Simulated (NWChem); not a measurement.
**Na2H2 ((NaH)2 ring) at 6 levels**

Wanted: a comparison of 6 runs (HF/STO-3G, HF/3-21G, HF/def2-SVP, PBE/6-31G, wB97X/6-31G, PBE/def2-SVP) of Na2H2 ((NaH)2 ring). 

The results are computed with NWChem 7.3.0.

## 1. Starting point

Na2H2 has 4 atoms, charge 0, and is taken as a singlet. The shape comes from GFN2-xTB, which is rough for such elements, and wasn't checked as a minimum.

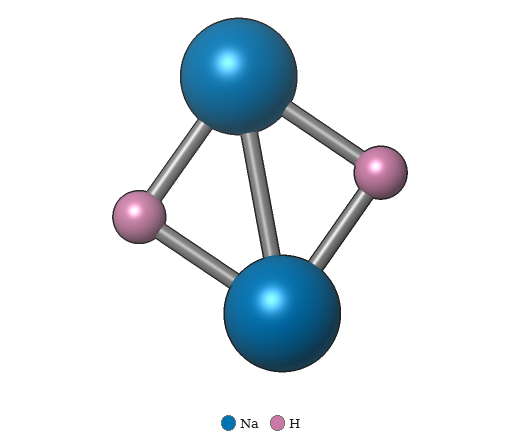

The structure, seen from a chosen angle (sodium blue, hydrogen pink).

## 2. Energy and gradient at HF/STO-3G (run 1)

run.py

```python
from ase import Atoms
from ase.calculators.nwchem import NWChem

atoms = Atoms(['Na', 'H', 'Na', 'H'], positions=[
    [1.038550, 0.596610, -0.593610],
    [-0.598950, 1.214560, 0.157280],
    [-1.036820, -0.602620, 0.597030],
    [0.597210, -1.208550, -0.160710],
])

calc = NWChem(
    label='mymol',
    theory='scf',
    memory='2200 mb',
    basis='STO-3G',
    basispar='spherical bse',
    scf={'nopen': '0', 'rhf': None, 'thresh': '1e-08', 'maxiter': '80', 'print': 'low'},
)
atoms.calc = calc

forces = atoms.get_forces()
print("Total energy (eV):", round(atoms.get_potential_energy(), 6))
print("forces (eV/A):")
for s, f in zip(atoms.symbols, forces):
    print(f"{s:2s} {f[0]:10.5f} {f[1]:10.5f} {f[2]:10.5f}")
```

On the command line:

```bash
$ export ASE_NWCHEM_COMMAND="nwchem PREFIX.nwi > PREFIX.nwo"
$ python run.py
```

What it wrote:

```text
Total energy (eV): -8727.542276
forces (eV/A):
Na   -1.33229   -0.75030    0.75488
H     0.16866   -0.41688   -0.02869
Na    1.31563    0.83638   -0.77097
H    -0.15200    0.33085    0.04479
```

The calculator wrote mymol.nwi:

```
title "mymol"

permanent_dir mymol

scratch_dir mymol

start mymol

geometry units angstrom nocenter noautosym noautoz
  Na 1.0385500000000001e+00 5.9660999999999997e-01 -5.9360999999999997e-01
  H  -5.9894999999999998e-01 1.2145600000000001e+00 1.5728000000000000e-01
  Na -1.0368200000000001e+00 -6.0262000000000004e-01 5.9702999999999995e-01
  H  5.9721000000000002e-01 -1.2085500000000000e+00 -1.6070999999999999e-01
end

memory 2200 mb

basis spherical bse noprint
   * library STO-3G
end

scf
  nopen 0
  rhf
  thresh 1e-08
  maxiter 80
  print low
end

task scf gradient
```

mymol.nwo:

```text
Northwest Computational Chemistry Package (NWChem) 7.3.0
             --------------------------------------------------------

           Job information
           ---------------

    nwchem branch   = 7.3.0
    use scalapack   = T
    input           = mymol.nwi
    prefix          = mymol.
    data base       = mymol/mymol.db
    status          = startup
    nproc           =        1

           Memory information
           ------------------

    heap     =     72089596 doubles =      550.0 Mbytes
    stack    =     72089601 doubles =      550.0 Mbytes
    global   =    144179200 doubles =     1100.0 Mbytes (distinct from heap & stack)
    total    =    288358397 doubles =     2200.0 Mbytes
    verify   = yes
    hardfail = no

[... 35 lines left out ...]
            Nuclear Dipole moment (a.u.)
[... 64 lines left out ...]
 Starting SCF solution at       0.1s

       Final RHF  results
       ------------------

         Total SCF energy =   -320.731265516809
      One-electron energy =   -526.029312845855
      Two-electron energy =    168.977595613294
 Nuclear repulsion energy =     36.320451715752

        Time for solution =      0.7s

                              NWChem Gradients Module
                              -----------------------

                         RHF ENERGY GRADIENTS

    atom               coordinates                        gradient
                 x          y          z           x          y          z
   1 Na      1.962575   1.127429  -1.121760    0.025909   0.014591  -0.014680
   2 H      -1.131851   2.295186   0.297216   -0.003280   0.008107   0.000558
   3 Na     -1.959306  -1.138787   1.128223   -0.025585  -0.016265   0.014993
   4 H       1.128563  -2.283828  -0.303698    0.002956  -0.006434  -0.000871

 Task  times  cpu:        0.9s     wall:        0.9s
 Total times  cpu:        1.0s     wall:        1.0s
```

Wall time 3.6 s (1 thread of AMD EPYC 7R43 (Zen 3), shared host); peak memory 0.092 GiB.

## 3. Energy and forces at HF/3-21G (run 2)

h2na2.nw

```
echo
start h2na2
title "(NaH)2 ring"
memory 2200 mb
charge 0

geometry units angstrom noautosym nocenter noautoz
 Na     1.038550     0.596610    -0.593610
 H     -0.598950     1.214560     0.157280
 Na    -1.036820    -0.602620     0.597030
 H      0.597210    -1.208550    -0.160710
end

basis spherical bse
 * library 3-21G
end

scf
 thresh 1e-08
 maxiter 80
end

task scf gradient
```

On the command line:

```bash
$ nwchem h2na2.nw > h2na2.out
```

What it wrote:

```text
[...]
  functions       =    30
[...]
  wavefunction    = RHF
[...]
         Total SCF energy =   -322.811338893759
      One-electron energy =   -528.273647502274
      Two-electron energy =    169.141856892764
 Nuclear repulsion energy =     36.320451715752
        Time for solution =      0.8s
[...]
                         RHF ENERGY GRADIENTS
    atom               coordinates                        gradient
                 x          y          z           x          y          z
   1 Na      1.962575   1.127429  -1.121760   -0.018286  -0.010208   0.010464
   2 H      -1.131851   2.295186   0.297216    0.012050  -0.022333  -0.003467
   3 Na     -1.959306  -1.138787   1.128223    0.018333   0.009126  -0.010327
   4 H       1.128563  -2.283828  -0.303698   -0.012096   0.023415   0.003329
[...]
```

Run time: 1.9 s. Hardware: 1 thread of AMD EPYC 7R43 (Zen 3), shared host; peak memory 0.096 GiB.

Run 3 isn't shown in full; the table further down has it.

## 4. Energy and forces at PBE/6-31G (run 4)

a.nw

```
START a
memory stack 880 mb heap 220 mb global 1100 mb
GEOMETRY noautosym nocenter noautoz
Na     1.038550     0.596610    -0.593610
H     -0.598950     1.214560     0.157280
Na    -1.036820    -0.602620     0.597030
H      0.597210    -1.208550    -0.160710
END
BASIS spherical bse
Na library 6-31G
H library 6-31G
END
DFT
xc xpbe96 cpbe96
mult 1
grid xfine
convergence energy 1e-08
iterations 100
mulliken
print medium
END
TASK dft gradient
```

On the command line:

```bash
$ nwchem a.nw > a.out
```

What it wrote:

```text
[...]
          Wavefunction type:  closed shell.
          No. of atoms     :     4
          No. of electrons :    24
[...]
          Charge           :     0
          Spin multiplicity:     1
[...]
          AO basis - number of functions:    30
[...]
              XC Information
              --------------
          PerdewBurkeErnzerhof Exchange Functional  1.000
            Perdew 1991 LDA Correlation Functional  1.000 local
           PerdewBurkeErnz. Correlation Functional  1.000 non-local
[...]
 d= 0,ls=0.0,diis     1   -325.4552095020 -3.62D+02  1.91D-02  4.62D-02     2.1
[...]
 d= 0,ls=0.0,diis     7   -325.4693426237 -2.82D-09  4.00D-07  9.23D-11     7.1
         Total DFT energy =     -325.469342623733
      One electron energy =     -530.072623327276
           Coulomb energy =      197.689407297874
    Exchange-Corr. energy =      -29.406578310082
 Nuclear repulsion energy =       36.320451715752
[...]
      Total Density - Mulliken Population Analysis
     ---------------------------------------------
    Atom       Charge   Shell Charges
 -----------   ------   -------------------------------------------------------
    1 Na  11    10.64   2.00  2.00  5.97  0.30  0.23  0.06  0.08
    2 H    1     1.36   0.46  0.91
    3 Na  11    10.63   2.00  2.00  5.97  0.30  0.23  0.06  0.08
    4 H    1     1.37   0.46  0.91
[...]
  wavefunction    = closed shell
                         DFT ENERGY GRADIENTS
    atom               coordinates                        gradient
                 x          y          z           x          y          z
   1 Na      1.962575   1.127429  -1.121760   -0.015343  -0.008585   0.008783
   2 H      -1.131851   2.295186   0.297216    0.010251  -0.018953  -0.002955
   3 Na     -1.959306  -1.138787   1.128223    0.015390   0.007597  -0.008661
   4 H       1.128563  -2.283828  -0.303698   -0.010298   0.019940   0.002833
[...]
```

Run time: 10 s. Hardware: 1 thread of AMD EPYC 7R43 (Zen 3), shared host; peak memory 0.11 GiB.

Run 5 isn't shown in full; the table further down has it.

## 5. Energy and forces at PBE/def2-SVP (run 6)

nw.nw

```
start nw
title "H2Na2"
memory total 2200 mb

geometry units au noautosym nocenter noautoz
  Na   1.96257507   1.12742950  -1.12176032
  H   -1.13185146   2.29518576   0.29721612
  Na  -1.95930584  -1.13878676   1.12822319
  H    1.12856334  -2.28382851  -0.30369789
end

basis spherical bse
  Na library def2-SVP
  H library def2-SVP
end

dft
  xc xpbe96 cpbe96
  grid xfine
  convergence energy 1e-08
  iterations 100
  mulliken
end

task dft gradient
```

On the command line:

```bash
$ nwchem nw.nw > nw.out
```

What it wrote:

```text
[...]
          Wavefunction type:  closed shell.
          No. of atoms     :     4
          No. of electrons :    24
[...]
          Charge           :     0
          Spin multiplicity:     1
[...]
          AO basis - number of functions:    40
[...]
              XC Information
              --------------
          PerdewBurkeErnzerhof Exchange Functional  1.000
            Perdew 1991 LDA Correlation Functional  1.000 local
           PerdewBurkeErnz. Correlation Functional  1.000 non-local
[...]
 d= 0,ls=0.0,diis     1   -325.3607082183 -3.62D+02  1.72D-02  5.54D-02     1.6
[...]
 d= 0,ls=0.0,diis     6   -325.3744955543 -3.38D-09  2.29D-06  2.71D-09     6.3
         Total DFT energy =     -325.374495554267
      One electron energy =     -530.099320116032
           Coulomb energy =      197.821463009075
    Exchange-Corr. energy =      -29.417087545352
 Nuclear repulsion energy =       36.320449098042
[...]
      Total Density - Mulliken Population Analysis
     ---------------------------------------------
    Atom       Charge   Shell Charges
 -----------   ------   -------------------------------------------------------
    1 Na  11    10.64   2.00  1.99  0.34  0.02  5.98  0.27  0.05
    2 H    1     1.35   0.69  0.66  0.00
    3 Na  11    10.64   2.00  1.99  0.34  0.02  5.98  0.27  0.05
    4 H    1     1.36   0.69  0.66  0.00
[...]
  wavefunction    = closed shell
                         DFT ENERGY GRADIENTS
    atom               coordinates                        gradient
                 x          y          z           x          y          z
   1 Na      1.962575   1.127430  -1.121760   -0.014195  -0.007930   0.008127
   2 H      -1.131851   2.295186   0.297216    0.009798  -0.018109  -0.002827
   3 Na     -1.959306  -1.138787   1.128223    0.014240   0.006985  -0.008006
   4 H       1.128563  -2.283829  -0.303698   -0.009843   0.019053   0.002707
[...]
```

Wall time 9 s (1 thread of AMD EPYC 7R43 (Zen 3), shared host); peak memory 0.12 GiB.

## 6. The series

```
run         level  iteration cap  module  energy (Eh)  largest force (eV/Å)  wall time
  1     HF/STO-3G             80     scf  -320.731266                 1.739      3.6 s
  2      HF/3-21G             80     scf  -322.811339                 1.366      1.9 s
  3   HF/def2-SVP             80     scf  -324.697485                 1.311      3.9 s
  4     PBE/6-31G            100     dft  -325.469343                 1.163       10 s
  5   wB97X/6-31G            100     dft  -325.694742                 1.131       26 s
  6  PBE/def2-SVP            100     dft  -325.374496                 1.112        9 s
```

## 7. Summary of results

| quantity | value |
| --- | --- |
| run 6: total energy | -325.37450 Eh |
| run 6: dipole moment | 0.04 D |
| run 6: HOMO energy | -3.78 eV |
| run 6: LUMO energy | -1.10 eV |
| run 6: HOMO–LUMO gap | 2.67 eV |
| run 6: largest force on an atom | 1.112 eV/Å |

In words: Over runs 2, 4, 5, 6 the HOMO–LUMO gap runs from 2.64 eV (PBE/6-31G) to 7.99 eV (HF/3-21G). The two ends differ in method and basis. Totals of different functionals can't be ranked against each other. In run 1 the basis is minimal, so the values are rough. All runs together took 54 s, the longest 26 s.
